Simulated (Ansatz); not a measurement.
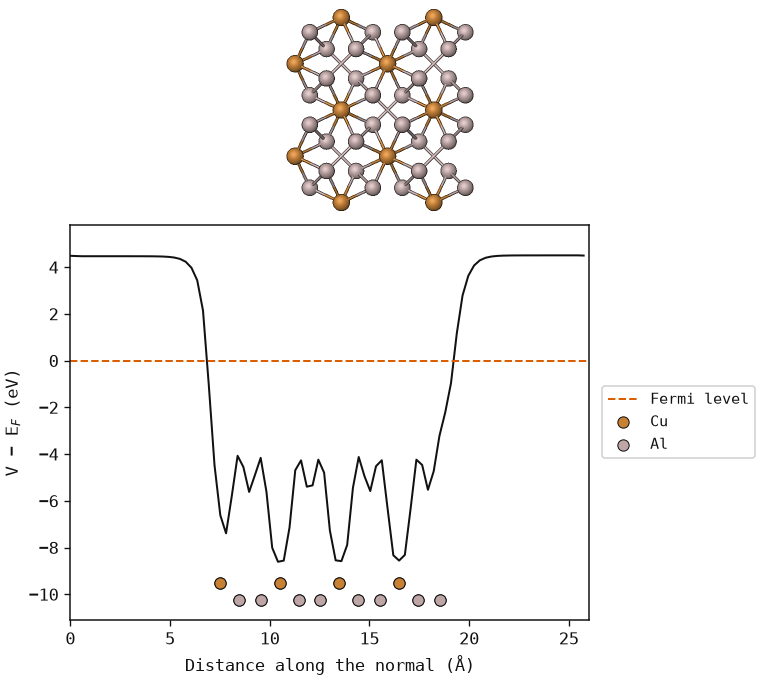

Plane-averaged electrostatic potential energy of an electron across the slab; circles at the bottom mark the heights of the atoms. The structure is drawn too.

The material is a (100) slab cut from Al$_{2}$Cu (I4/mcm), unrelaxed, ended by Al above and Cu below, 24 atoms in the cell; a = 4.83 Å, b = 5.99 Å, c = 26.03 Å, α = 90.00°, β = 90.00°, γ = 90.00°.

Computed with Ansatz 0.2.0: DFT PBEsol, scalar-relativistic, plane waves, PAW, no spin polarisation, 7×6×1 k mesh.

Read off the work function of each face.

The work function is 4.50 eV, the same on both faces. The two vacuum levels agree, so the slab has no net dipole along its normal.

How thick are slab and vacuum?

The outermost atoms are 11.0 Å apart, which leaves 15.0 Å of vacuum in a cell 26.0 Å high.

The atoms aren't at rest in this cell (largest force 0.6 eV/Å), so the relaxed material can differ.
